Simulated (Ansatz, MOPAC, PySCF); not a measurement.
Bond stretch in Mg2, singlet.

Levels: UKS-BLYP = unrestricted BLYP/aug-cc-pVTZ (Ansatz, an electronic-structure program); RKS-B3LYP/6-31G* = restricted B3LYP/6-31G*, spherical d (PySCF); AM1, restricted, heats of formation (MOPAC); RKS-BLYP = Ansatz with restricted BLYP/aug-cc-pVTZ.

Energies are in kcal/mol, each relative to the lowest point of its own curve near equilibrium.

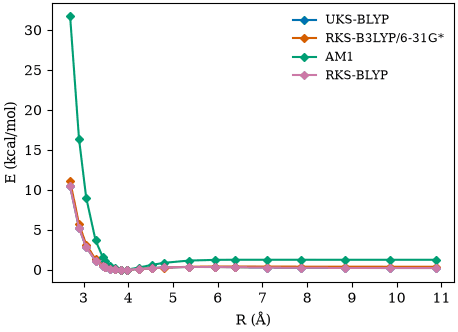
Fig. 1. Energy against bond length for each method.

```tsv
R / Å	UKS-BLYP	RKS-B3LYP/6-31G*	AM1	RKS-BLYP
2.70	10.4	11.1	31.8	10.4
2.90	5.2	5.7	16.3	5.2
3.06	2.8	3.1	9.0	2.8
3.27	1.1	1.3	3.6	1.1
3.43	0.5	0.6	1.6	0.5
3.49	0.3	0.4	1.1	0.3
3.60	0.1	0.2	0.5	0.1
3.71	0.0	0.1	0.1	0.0
3.83	0.0	0.0	0.0	0.0
3.98	0.0	0.0	0.0	0.0
4.24	0.1	0.1	0.3	0.1
4.52	0.2	0.2	0.6	0.2
4.80	0.3	0.3	0.9	0.3
5.36	0.3	0.4	1.1	0.3
5.94	0.3	0.4	1.2	0.3
6.38	0.3	0.4	1.2	0.3
7.09	0.3	0.4	1.2	0.3
7.85	0.2	0.4	1.2	0.2
8.84	0.2	0.4	1.2	0.2
9.85	0.2	0.4	1.2	0.2
10.88	0.2	0.4	1.2	0.2
```
